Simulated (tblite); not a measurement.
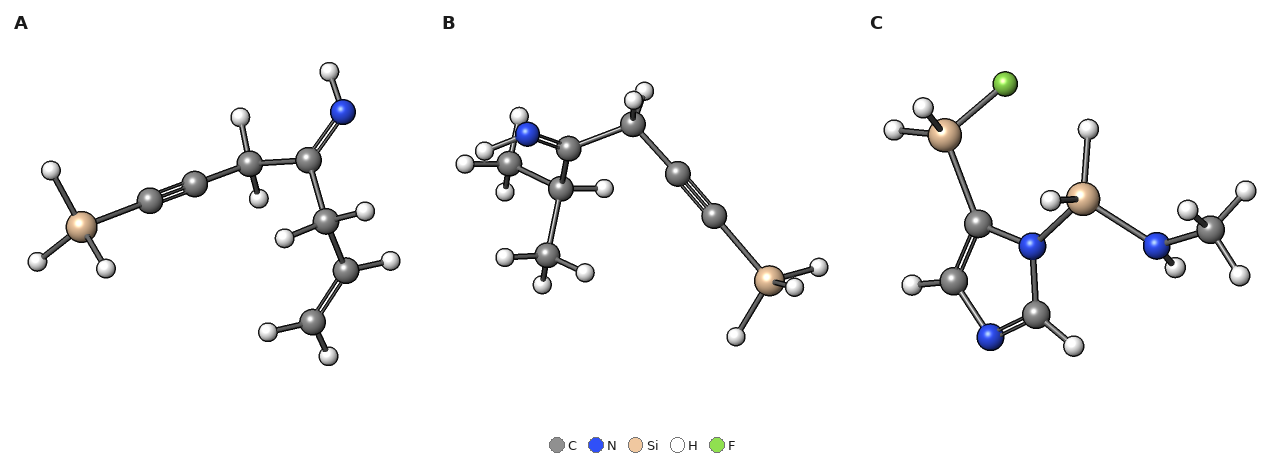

Source: calculation with tblite.

> Which panel belongs to which SMILES?
(1) CN[SiH2]n1cncc1[SiH2]F
(2) [H]/N=C(\CC#C[SiH3])CC=C
(3) [H]/N=C(/CC#C[SiH3])C(C)C

A is (2), B is (3), C is (1).
